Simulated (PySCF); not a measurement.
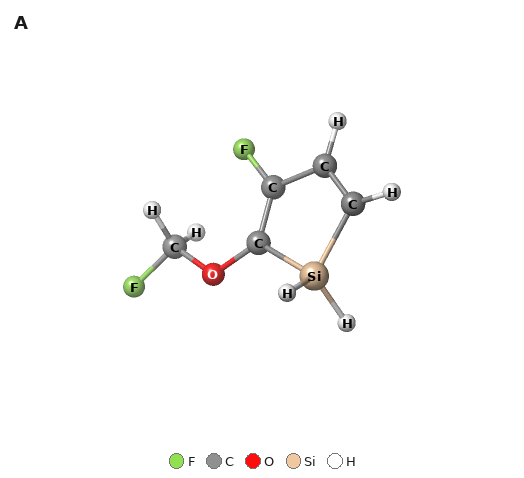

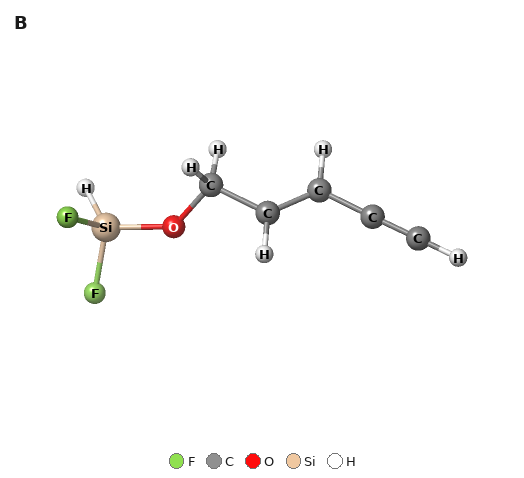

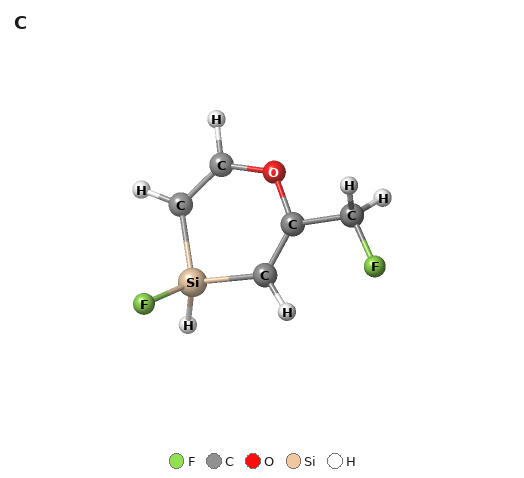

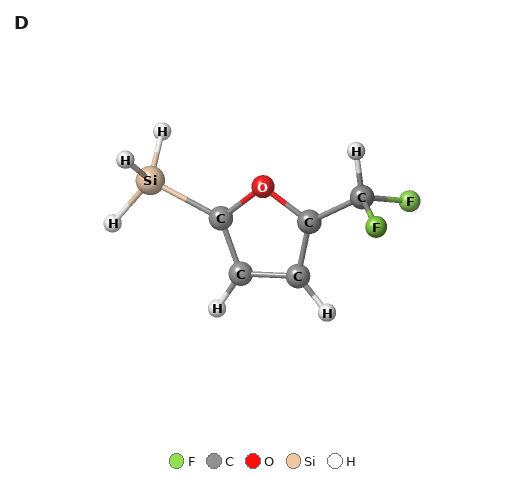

4 stationary structures of one formula. Geometries: GFN2-xTB. Electronic energies: CAM-B3LYP/def2-SVPD (PySCF 2.14.0), without zero-point energy. No frequency run is at hand to confirm each as a minimum. Each is one conformer, not always the lowest.

Question: Are they conformers, stereoisomers or constitutional isomers?

Answer: They are constitutional isomers of C5H6F2OSi: A `FCOC1=C(F)C=C[SiH2]1`, B `C#C/C=C/CO[SiH](F)F`, C `FCC1=C[Si@@H](F)C=CO1`, D `FC(F)c1ccc([SiH3])o1`.

Question: Which is lowest in energy, and by how much?

Answer: B is lowest; C lies 0.836 eV above it, D lies 2.539 eV above it, A lies 3.520 eV above it.

The geometry is semi-empirical. Around Si such bond lengths and angles can be off by a tenth of an ångström or more and by several degrees, and values that hang on the shape move with them.
